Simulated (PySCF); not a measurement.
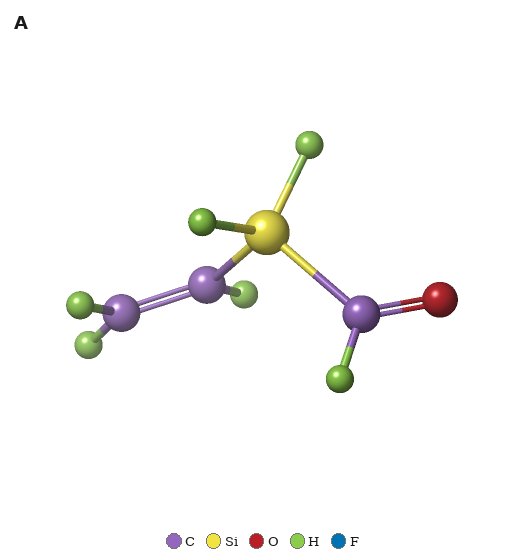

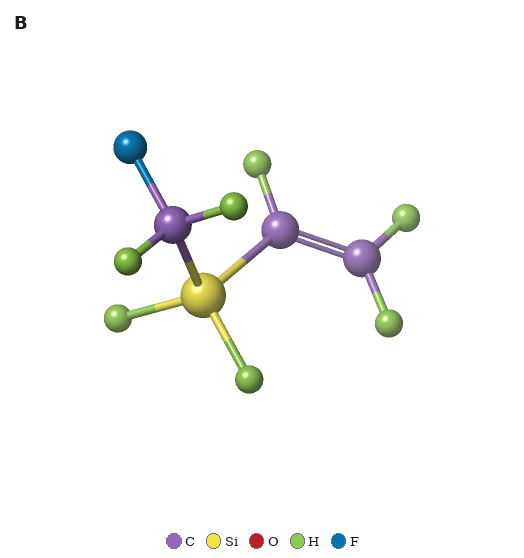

Two related species, optimised with PBE0-D3(BJ)/def2-SVP; properties computed with PySCF 2.14.0. Both: charge 0, singlet.

Question: Identify both.

Answer: A is C3H6OSi (C=C[SiH2]C=O), B is C3H7FSi (C=C[SiH2]CF).

Compare them. With CAM-B3LYP/def2-SVPD: dipole moment (D), HOMO–LUMO gap (eV), HOMO energy (Kohn–Sham orbital) (eV), lowest vertical singlet excitation (eV), mean static polarisability (bohr³). With CAM-B3LYP/pcSseg-2: shielding of Si (ppm). With PBE0/pcSseg-1: Hirshfeld charge of Si (e), IAO charge of Si (e). With PBE0-D3(BJ)/def2-SVP: mean Si–C length (Å), mean Si–H length (Å).

```
                               quantity      A      B
                      dipole moment (D)   3.00   1.67
                     HOMO–LUMO gap (eV)   7.85   9.82
   HOMO energy (Kohn–Sham orbital) (eV)  −8.39  −9.30
lowest vertical singlet excitation (eV)   3.20   6.74
     mean static polarisability (bohr³)   68.3   66.0
                  shielding of Si (ppm)  377.1  372.3
             Hirshfeld charge of Si (e)   0.33   0.33
                   IAO charge of Si (e)   0.70   0.76
                   mean Si–C length (Å)  1.902  1.884
                   mean Si–H length (Å)  1.494  1.496
```

Each is one conformer, and no frequency run is at hand to confirm it as a minimum.
